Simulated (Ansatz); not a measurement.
# Cl₂Ga···HCl (doublet): what the fields show

Input file:

```
crystal:
  periodic: [false, false, false]
  atoms:
    - { symbol: Ga, position_ang: [0.0, 0.0, -0.316085] }
    - { symbol: H, position_ang: [1.0e-06, 1.0e-06, 2.459517] }
    - { symbol: Cl, position_ang: [1.858162, 0.0, -1.427186] }
    - { symbol: Cl, position_ang: [-1.858162, 0.0, -1.427186] }
    - { symbol: Cl, position_ang: [0.0, -1.0e-06, 3.78094] }
magnetization:
  spin_polarized: true
  initial_magnetization: 1
basis:
  gaussian: { orbitals: def2-SVP }
hamiltonian:
  xc: hf
relax:
  f_tol: 0.03
  max_steps: 50
output:
  orbitals: {}
```

Run with:

```sh
ansatz run input.yaml --threads 2 --pin off --max-ram 3072MiB --backend cpu --events-out ev --progress --plain --runs-dir out
```

The fields are those of the run's last geometry, not of the input's.

Level of theory: UHF/def2-SVP (Ansatz).

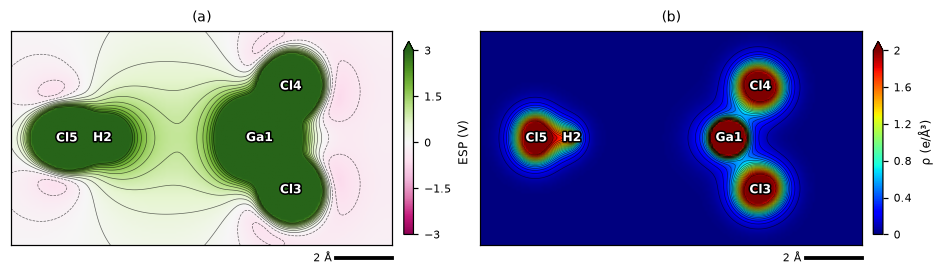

Figure 1. (a) electrostatic potential; (b) electron density on the molecular plane.

**Interpret the plot.**

The section cuts through Ga, H and Cl sites.
Ga–Cl (2.17 Å): ρ is about 0.65 e/Å³ halfway.
Cl–H (1.27 Å): ρ at the midpoint is about 1.9 e/Å³.
Outside the dense part of the complex the potential is most negative (−0.7 V) near Cl3 and Cl4.

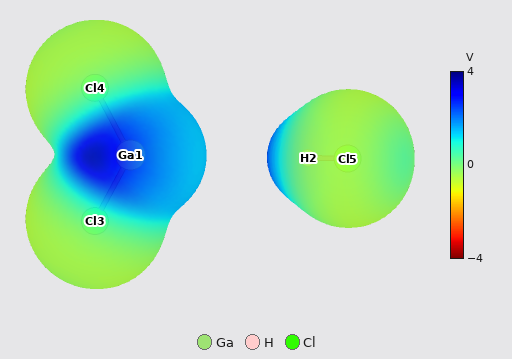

Figure 2. The molecular electrostatic potential painted on the density surface at 0.002 e/bohr³, seen at a tilt; red is negative and blue positive.

**Where is the surface potential most negative and most positive?**

The most negative region (about −0.6 V) lies over Cl3 and Cl4, the most positive (about +3.4 V) over Ga1. Cl5 shows a σ-hole: about +0.3 V at the tip opposite its bond, against about −0.5 V on its flanks.

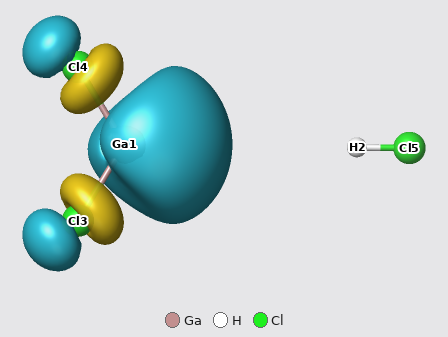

Figure 3. The LUMO (β) at ±0.08 Å⁻³ᐟ² (yellow and cyan are the two phases), seen across its widest extent.

**What is the character of this orbital?**

By Hirshfeld shares it lies mainly on Ga1 (about 80 %), Cl3 (about 10 %) and Cl4 (about 10 %); it is symmetric in the molecular plane (an in-plane orbital: σ, lone-pair or in-plane π type). Its energy is −0.48 eV.
